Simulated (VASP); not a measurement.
# GePt with r2SCAN: from relaxation to properties

Wanted: the relaxed cell of GePt and its properties. The steps: full relaxation (r2SCAN), second relaxation, single point with fields (r2SCAN), bands along the symmetry lines (r2SCAN), total and projected DOS (r2SCAN), zone-centre phonons (r2SCAN) and independent-particle dielectric function (r2SCAN). The start is a cell from a database of measured crystal structures.

Program: VASP 6.6.1. Level of theory: r2SCAN; plane waves and PAW (Ge_d, Pt). Results are calculated unless marked as measured.

## Step 1: The starting structure

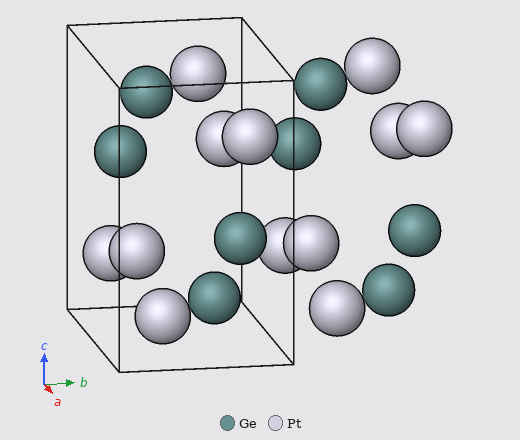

The starting structure, seen slightly off an axis (germanium teal, platinum light grey). 1×2×1 cells are drawn. Some periodic images of atoms are drawn too.

## Step 2: Full relaxation (r2SCAN)

The start need not lie at this functional's minimum. ISIF = 3 frees volume, shape and positions, and EDIFFG sets the threshold on forces and stress at which the search stops. r2SCAN adds the kinetic-energy density, costs more than a GGA and is run with LASPH.

INCAR

```
SYSTEM = GePt
PREC = Accurate
ENCUT = 410
EDIFF = 1E-06
NELM = 100
ISMEAR = 0
SIGMA = 0.05
LREAL = .FALSE.
ALGO = Normal
METAGGA = R2SCAN
LASPH = .TRUE.
NBANDS = 59
LORBIT = 11
LWAVE = .FALSE.
LCHARG = .FALSE.
KPAR = 4
IBRION = 2
NSW = 60
ISIF = 3
EDIFFG = -0.01
```

POSCAR

```
GePt
1.0
    5.7190000000      0.0000000000      0.0000000000
    0.0000000000      3.6970000000      0.0000000000
    0.0000000000      0.0000000000      6.0840000000
Ge Pt
4 4
Direct
    0.1850000000      0.2500000000      0.5900000000
    0.3150000000      0.7500000000      0.0900000000
    0.6850000000      0.2500000000      0.9100000000
    0.8150000000      0.7500000000      0.4100000000
    0.9995000000      0.2500000000      0.1908000000
    0.5005000000      0.7500000000      0.6908000000
    0.4995000000      0.2500000000      0.3092000000
    0.0005000000      0.7500000000      0.8092000000
```

KPOINTS

```
Automatic mesh
0
Gamma
5 7 5
0 0 0
```

Potentials, in the order of the species: Ge_d and Pt (PBE family, release 64).

Command:

```sh
$ mpirun -np 4 vasp_std
```

The program printed:

```text
[banner, memory and clock lines left out]
running    4 mpi-ranks, on    1 nodes
 distrk:  each k-point on    1 cores,    4 groups
 distr:  one band on    1 cores,    1 groups

 POSCAR found type information on POSCAR GePt
 POSCAR found :  2 types and       8 ions
|                                                                             |
|               ----> ADVICE to this user running VASP <----                  |
|                                                                             |
|     You enforced a specific xc type in the INCAR file but a different       |
|     [... a line on the potential file left out ...]
|     I HOPE YOU KNOW WHAT YOU ARE DOING!                                     |
|                                                                             |

 LDA part: xc-table for (None), standard interpolation
 POSCAR, INCAR and KPOINTS ok, starting setup
 FFT: planning ... GRIDC
 FFT: planning ... GRID_SOFT
 FFT: planning ... GRID
 WAVECAR not read
 entering main loop
       N       E                     dE             d eps       ncg     rms          rms(c)
DAV:   1     0.895106993209E+03    0.89511E+03   -0.36898E+04  5676   0.380E+03
DAV:   2    -0.748954613151E+02   -0.97000E+03   -0.92421E+03  4248   0.971E+02
DAV:   3    -0.268937603714E+03   -0.19404E+03   -0.18208E+03  4485   0.224E+02
DAV:   4    -0.283849364150E+03   -0.14912E+02   -0.14419E+02  4989   0.714E+01
DAV:   5    -0.284309284296E+03   -0.45992E+00   -0.45789E+00  4797   0.127E+01    0.229E+01
DAV:   6    -0.265577413691E+03    0.18732E+02   -0.14502E+01  4488   0.205E+01    0.114E+01
DAV:   7    -0.265302009916E+03    0.27540E+00   -0.12562E+00  4706   0.684E+00    0.600E+00
DAV:   8    -0.265303990935E+03   -0.19810E-02   -0.14761E-01  5276   0.177E+00    0.127E+00
DAV:   9    -0.265288349693E+03    0.15641E-01   -0.50411E-02  5002   0.151E+00    0.222E-01
DAV:  10    -0.265289353222E+03   -0.10035E-02   -0.63440E-03  4549   0.332E-01    0.114E-01
DAV:  11    -0.265289371667E+03   -0.18445E-04   -0.32333E-04  5743   0.134E-01    0.628E-02
DAV:  12    -0.265289315406E+03    0.56262E-04   -0.53336E-05  4346   0.410E-02    0.124E-02
DAV:  13    -0.265289311759E+03    0.36460E-05   -0.11113E-05  4346   0.161E-02    0.268E-03
DAV:  14    -0.265289311974E+03   -0.21438E-06   -0.76563E-07  2397   0.733E-03
   1 F= -.26528931E+03 E0= -.26528778E+03  d E =-.265289E+03
 curvature:   0.00 expect dE= 0.000E+00 dE for cont linesearch  0.000E+00
 trial: gam= 0.00000 g(F)=  0.389E-02 g(S)=  0.132E+00 ort = 0.000E+00 (trialstep = 0.100E+01)
 search vector abs. value=  0.136E+00
 bond charge predicted
       N       E                     dE             d eps       ncg     rms          rms(c)
DAV:   1    -0.267529446915E+03   -0.22401E+01   -0.38564E+01  5586   0.613E+01    0.938E+00
DAV:   2    -0.265639350929E+03    0.18901E+01   -0.42610E+00  4713   0.154E+01    0.437E+00
DAV:   3    -0.265362905320E+03    0.27645E+00   -0.34235E-01  5603   0.591E+00    0.230E+00
DAV:   4    -0.265255570754E+03    0.10733E+00   -0.16568E-01  5678   0.340E+00    0.547E-01
DAV:   5    -0.265252438118E+03    0.31326E-02   -0.28833E-02  4718   0.197E+00    0.255E-01
DAV:   6    -0.265252498593E+03   -0.60474E-04   -0.22636E-03  4673   0.346E-01    0.838E-02
DAV:   7    -0.265252568915E+03   -0.70322E-04   -0.26313E-04  4480   0.918E-02    0.213E-02
DAV:   8    -0.265252597030E+03   -0.28115E-04   -0.11249E-05  4809   0.206E-02    0.380E-03
DAV:   9    -0.265252593979E+03    0.30516E-05   -0.94339E-07  2409   0.658E-03    0.128E-03
DAV:  10    -0.265252594293E+03   -0.31450E-06   -0.20902E-07  2334   0.301E-03
   2 F= -.26525259E+03 E0= -.26525161E+03  d E =0.367177E-01
[... from here on, the cycles between the ionic steps are left out ...]
   3 F= -.26531474E+03 E0= -.26531332E+03  d E =-.254232E-01
   4 F= -.26531900E+03 E0= -.26531756E+03  d E =-.426814E-02
   5 F= -.26532037E+03 E0= -.26531891E+03  d E =-.563095E-02
   6 F= -.26532039E+03 E0= -.26531893E+03  d E =-.565399E-02
   7 F= -.26532178E+03 E0= -.26532046E+03  d E =-.138588E-02
   8 F= -.26532208E+03 E0= -.26532086E+03  d E =-.168998E-02
   9 F= -.26532253E+03 E0= -.26532137E+03  d E =-.452772E-03
  10 F= -.26532253E+03 E0= -.26532137E+03  d E =-.454054E-03
  11 F= -.26532251E+03 E0= -.26532141E+03  d E =0.281375E-04
 trial-energy change:    0.000028  1 .order   -0.000000   -0.000458    0.000458
 step:   0.5523(harm=  0.6080)  dis= 0.00101  next Energy=  -265.322635 (dE=-0.101E-03)
 bond charge predicted
       N       E                     dE             d eps       ncg     rms          rms(c)
DAV:   1    -0.265324089838E+03   -0.15856E-02   -0.63091E-02  6430   0.172E+00    0.250E-01
DAV:   2    -0.265322917473E+03    0.11724E-02   -0.31921E-03  4799   0.450E-01    0.110E-01
DAV:   3    -0.265322716987E+03    0.20049E-03   -0.31294E-04  6005   0.176E-01    0.525E-02
DAV:   4    -0.265322656567E+03    0.60420E-04   -0.95720E-05  5392   0.719E-02    0.147E-02
DAV:   5    -0.265322647080E+03    0.94868E-05   -0.28559E-05  4386   0.591E-02    0.416E-03
DAV:   6    -0.265322644463E+03    0.26177E-05   -0.12701E-06  2519   0.113E-02    0.209E-03
DAV:   7    -0.265322642133E+03    0.23296E-05   -0.31566E-07  2226   0.322E-03    0.629E-04
DAV:   8    -0.265322641696E+03    0.43658E-06   -0.51968E-08  2178   0.170E-03
  12 F= -.26532264E+03 E0= -.26532151E+03  d E =-.108510E-03
 curvature:  -0.50 expect dE=-0.465E-05 dE for cont linesearch -0.219E-05
 trial: gam=-0.08032 g(F)=  0.709E-05 g(S)=  0.224E-05 ort = 0.524E-04 (trialstep = 0.108E+01)
 search vector abs. value=  0.493E-05
 reached required accuracy - stopping structural energy minimisation
```

The job ended after 23 min (4 MPI ranks of AMD EPYC 7R43, shared host; peak memory 1.1 GiB; 1.5 h of CPU time).

The logs omit lines about the potential files and the build; timing stands in the text.

From OUTCAR (step 2):

```text
ion  position               nearest neighbor table
   1  0.185  0.250  0.590-   7 2.48   8 2.51   8 2.51   5 2.65   6 2.65   6 2.65
   2  0.315  0.750  0.090-   8 2.48   7 2.51   7 2.51   6 2.65   5 2.65   5 2.65
   3  0.685  0.250  0.910-   5 2.48   6 2.51   6 2.51   7 2.65   8 2.65   8 2.65
   4  0.815  0.750  0.410-   6 2.48   5 2.51   5 2.51   8 2.65   7 2.65   7 2.65
   5  0.999  0.250  0.191-   3 2.48   4 2.51   4 2.51   1 2.65   2 2.65   2 2.65   7 2.95   7 2.95
                             8 2.97   8 2.97
   6  0.501  0.750  0.691-   4 2.48   3 2.51   3 2.51   2 2.65   1 2.65   1 2.65   8 2.95   8 2.95
                             7 2.97   7 2.97
   7  0.499  0.250  0.309-   1 2.48   2 2.51   2 2.51   3 2.65   4 2.65   4 2.65   5 2.95   5 2.95
                             6 2.97   6 2.97
   8  0.001  0.750  0.809-   2 2.48   1 2.51   1 2.51   4 2.65   3 2.65   3 2.65   6 2.95   6 2.95
                             5 2.97   5 2.97

  LATTYP: Found a simple orthorhombic cell.
 ALAT       =     3.6970000000
 B/A-ratio  =     1.5469299432
 C/A-ratio  =     1.6456586421

 Subroutine GETGRP returns: Found  8 space group operations
 (whereof  2 operations were pure point group operations)

The static configuration has the point symmetry S_2 .
 The point group associated with its full space group is D_2h.

 Found     36 irreducible k-points:

   k-points           NKPTS =     36   k-points in BZ     NKDIM =     36   number of bands    NBANDS=     59

   dimension x,y,z NGX =    40 NGY =   24 NGZ =   40
   dimension x,y,z NGXF=    80 NGYF=   48 NGZF=   80

   ENCUT  =  410.0 eV  30.13 Ry    5.49 a.u.   9.44  6.10 10.04*2*pi/ulx,y,z

   NELECT =      96.0000    total number of electrons

 k-points in reciprocal lattice and weights: Automatic mesh
   0.00000000  0.00000000  0.00000000       0.006
   0.20000000  0.00000000  0.00000000       0.011
   0.40000000  0.00000000  0.00000000       0.011
   0.00000000  0.14285714  0.00000000       0.011
   0.20000000  0.14285714  0.00000000       0.023
   0.40000000  0.14285714  0.00000000       0.023
   0.00000000  0.28571429  0.00000000       0.011
   0.20000000  0.28571429  0.00000000       0.023
   0.40000000  0.28571429  0.00000000       0.023
[...]
0.20000000  0.42857143  0.40000000       0.046
   0.40000000  0.42857143  0.40000000       0.046

 average (electrostatic) potential at core
       1 -75.4014       2 -75.4014       3 -75.4014       4 -75.4014       5 -70.7171
       6 -70.7171       7 -70.7171       8 -70.7171

 E-fermi :   9.4066

 k-point     1 :       0.0000    0.0000    0.0000
  band No.  band energies     occupation
    ...
     44       6.5890      2.00000
     45       6.7910      2.00000
     46       7.8477      2.00000
     47       7.8827      2.00000
     48       8.4157      2.00000
     49      10.1603      0.00000
     50      10.4567      0.00000
     51      12.4699      0.00000
     52      12.8461      0.00000
     53      12.9456      0.00000
    ...

 k-point     2 :       0.2000    0.0000    0.0000
  band No.  band energies     occupation
    ...
     44       6.6214      2.00000
     45       6.6505      2.00000
     46       7.5195      2.00000
     47       8.4769      2.00000
     48       8.5696      2.00000
     49      10.6963      0.00000
     50      10.9578      0.00000
     51      12.0403      0.00000
     52      12.5858      0.00000
     53      12.7208      0.00000
    ...

 k-point     3 :       0.4000    0.0000    0.0000
  band No.  band energies     occupation
    ...
     43       6.5222      2.00000
     44       6.5990      2.00000
     45       6.6623      2.00000
     46       6.9513      2.00000
     47       8.9708      2.00000
     48       9.9612      0.00000
     49      10.1013      0.00000
     50      11.5212      0.00000
     51      11.6757      0.00000
     52      12.1206      0.00000
    ...

  Total        0.0096423      0.0166812      0.0002216     -0.0000000      0.0000000      0.0000000
  in kB        0.1176612      0.2035543      0.0027037     -0.0000000      0.0000000      0.0000000
  external PRESSURE =       0.1079730 kB  Pullay stress =       0.0000000 kB

  energy-cutoff  :      410.00
  volume of cell :      131.30
      direct lattice vectors                 reciprocal lattice vectors
     5.758736212 -0.000000000  0.000000000     0.173649211  0.000000000  0.000000000
     0.000000000  3.724096661  0.000000000     0.000000000  0.268521494  0.000000000
     0.000000000  0.000000000  6.122230031     0.000000000  0.000000000  0.163339175

 POSITION                                       TOTAL-FORCE (eV/Angst)
 -----------------------------------------------------------------------------------
      1.07650      0.93102      3.59925         0.005408     -0.000000     -0.000021
      1.80287      2.79307      0.53814        -0.005408      0.000000     -0.000021
      3.95587      0.93102      5.58409         0.005408     -0.000000      0.000021
      4.68224      2.79307      2.52298        -0.005408      0.000000      0.000021
      5.74315      0.93102      1.18545         0.001355     -0.000000     -0.002384
      2.89495      2.79307      4.24657        -0.001355      0.000000     -0.002384
      2.86378      0.93102      1.87566         0.001355     -0.000000      0.002384
      0.01559      2.79307      4.93678        -0.001355      0.000000      0.002384
 -----------------------------------------------------------------------------------
    total drift:                                0.000000      0.000000      0.000000

  FREE ENERGIE OF THE ION-ELECTRON SYSTEM (eV)
  ---------------------------------------------------
  free  energy   TOTEN  =      -265.3226416965 eV

  energy  without entropy=     -265.3203770485  energy(sigma->0) =     -265.32150937

 reached required accuracy - stopping structural energy minimisation

 total charge
# of ion       s       p       d       tot
------------------------------------------
    1        1.104   1.149  10.096  12.349
    2        1.104   1.149  10.096  12.349
    3        1.104   1.149  10.096  12.349
    4        1.104   1.149  10.096  12.349
    5        0.655   0.622   8.163   9.440
    6        0.655   0.622   8.163   9.440
    7        0.655   0.622   8.163   9.440
    8        0.655   0.622   8.163   9.440
--------------------------------------------------
tot          7.035   7.082  73.038  87.156

[... 3 further parts left out ...]
```

CONTCAR:

```
GePt
   1.00000000000000
     5.7587362118109109   -0.0000000000000000    0.0000000000000000
     0.0000000000000000    3.7240966608395216    0.0000000000000000
     0.0000000000000000    0.0000000000000000    6.1222300307277040
  Ge              Pt
     4     4
Direct
     0.1869333384553728    0.2500000000000000    0.5878990062708660
     0.3130666615446271    0.7500000000000000    0.0878990062708661
     0.6869333384553727    0.2500000000000000    0.9121009937291340
     0.8130666615446273    0.7500000000000000    0.4121009937291339
     0.9972936486969312    0.2500000000000000    0.1936312340992484
     0.5027063513030688    0.7500000000000000    0.6936312340992482
     0.4972936486969310    0.2500000000000000    0.3063687659007516
     0.0027063513030690    0.7500000000000000    0.8063687659007518
```

The k-mesh is coarse for a metal. The PAW data sets were made with PBE, which is usual practice but a small mismatch for other functionals. The run keeps the 8 symmetry operations of its start, so it cannot find a distortion of lower symmetry.

Relaxation path:

```csv
step,energy less that of the first step (eV),largest force (eV/Å),pressure (GPa),volume (Å³)
1,0.0000,0.1092,3.33,128.63
2,0.0367,0.2053,-5.00,134.96
3,-0.0254,0.1320,-0.15,131.04
4,-0.0297,0.0892,-0.03,131.07
5,-0.0311,0.0527,0.06,131.10
6,-0.0311,0.0469,0.05,131.10
7,-0.0325,0.0325,-0.03,131.22
8,-0.0328,0.0454,-0.08,131.31
9,-0.0332,0.0145,0.19,131.17
10,-0.0332,0.0137,0.15,131.16
11,-0.0332,0.0119,-0.19,131.46
12,-0.0333,0.0054,0.01,131.30
```

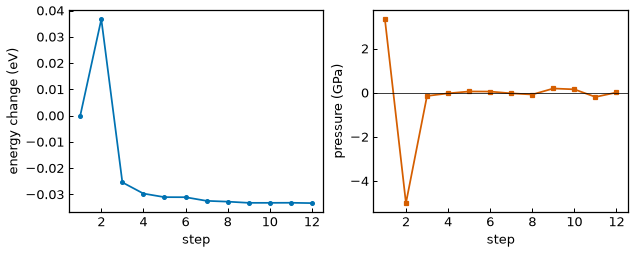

Energy and pressure along the relaxation.

```csv
"conventional cell, symmetrised",before,after,change
a (Å),5.719,5.759,+0.7 %
b (Å),3.697,3.724,+0.7 %
c (Å),6.084,6.122,+0.6 %
volume (Å³/atom),16.08,16.41,+2.1 %
```

The atoms that moved most (Å, as changes of fractional coordinates times the final cell):

```csv
atom,dx,dy,dz,length
Pt6,0.013,0.000,0.017,0.021
Pt8,0.013,0.000,-0.017,0.021
Pt5,-0.013,0.000,0.017,0.021
Pt7,-0.013,0.000,-0.017,0.021
Ge2,-0.011,0.000,-0.013,0.017
Ge1,0.011,0.000,-0.013,0.017
Ge4,-0.011,0.000,0.013,0.017
Ge3,0.011,0.000,0.013,0.017
```

Final coordinates:

```
Ge Pt
1.0
     5.75874    0.00000    0.00000
     0.00000    3.72410    0.00000
     0.00000    0.00000    6.12223
Ge Pt
4 4
Direct
  0.18693 0.25000 0.58790
  0.31307 0.75000 0.08790
  0.68693 0.25000 0.91210
  0.81307 0.75000 0.41210
  0.99729 0.25000 0.19363
  0.50271 0.75000 0.69363
  0.49729 0.25000 0.30637
  0.00271 0.75000 0.80637
```

This step gave:

- electrons: 96
- bands: 59
- irreducible k-points: 36
- symmetry operations: 8
- free energy (TOTEN): -265.3226 eV
- energy at zero smearing: -265.3215 eV
- Fermi energy: 9.407 eV
- pressure: 0.01080 GPa
- metallic: yes
- SCF cycles over all ionic steps: 93

It ends with a largest force of 0.005 eV/Å and a pressure of 0.01 GPa. The volume lies +2.1 % from that of the database's start.

[end of part 1 of 5]

[Lines on the potential files, build, host, timing and source positions are cut from VASP's logs without a mark.]

[Logs are printed without paths, hosts, clocks, repeated set-up lines and the standing remarks that a program may print on its own settings, such as how far it seeks lower states.]

[Hosts, paths, dates, database ids (printed as entryN), source tags and the programs' standing remarks are cut or masked in the printed files.]

[A measured line is paired with the nearest computed mode of its activity, which favours agreement.]
